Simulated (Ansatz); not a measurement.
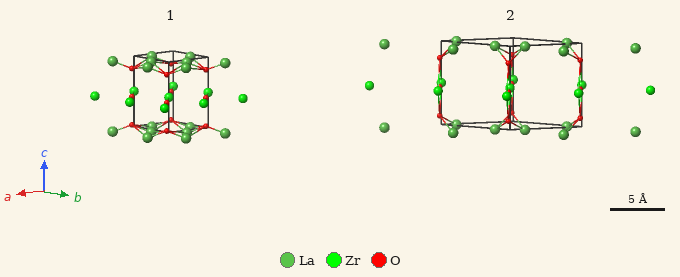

Two geometries of a crystal of La$_{2}$ZrO$_{3}$ (a generated structure, set up in Cmmm) (coarse preliminary run), drawn at one scale. One is the start of a relaxation, the other its converged end. The picture is a ball-and-stick view of the cell of the calculation, repeated 2 × 2 × 1 with one cell outlined, seen from a free direction.

Computed with DFT PBE, scalar-relativistic, plane waves, PAW (Ansatz 0.2.0). Settings: plane-wave cutoff 420 eV; k-point mesh 4 × 4 × 4; occupations gaussian; smearing width 0.1 eV; no spin polarisation; cell and atoms relaxed; force threshold 0.04 eV/Å; at most 70 steps.

> Which geometry has the lower energy?

Structure 2 is the relaxed one. After 35 accepted moves (42 points after the start) the energy has fallen by 2380 meV per atom. Largest force component: 15 eV/Å at the start, 0.028 eV/Å at the end. Pressure: 40.38 GPa at the start and 0.01 GPa at the end. The line search rejected the trial steps at points 9, 29, 37 of the run. At 4 points the geometry stayed and the basis and grid were re-selected for the new cell (energy shift of 220 meV per atom at most each time). The largest moves relative to the cell, 1.75 Å, are those of La atoms. By element the largest moves are La 1.75 Å, O 0.43 Å. Zr stays in place. Cell: a = b 4.261 → 6.839 Å (+60.5 %), c 6.718 → 7.972 Å (+18.7 %), γ 108.9° → 148.4°. Volume +69.1 %. Near-neighbour distances that change, for instance: La–O 1.923 → 5.319 Å, La–La 2.480 → 4.205 Å, O–O 1.335 → 2.444 Å, O–Zr 2.477 → 1.860 Å. Bonds break: La–O (1.92 → 5.32 Å), O–O (1.33 → 2.44 Å). Among the angles between lasting bonds that change: La–O–La 154.8° → 124.7°, O–La–O 108.2° → 89.9°, La–O–La 108.2° → 89.9°. The space group stays Cmmm (No. 65). The run took 6.6 min on 1 thread of Arm Neoverse V1 (shared host), peak memory 0.53 GiB.
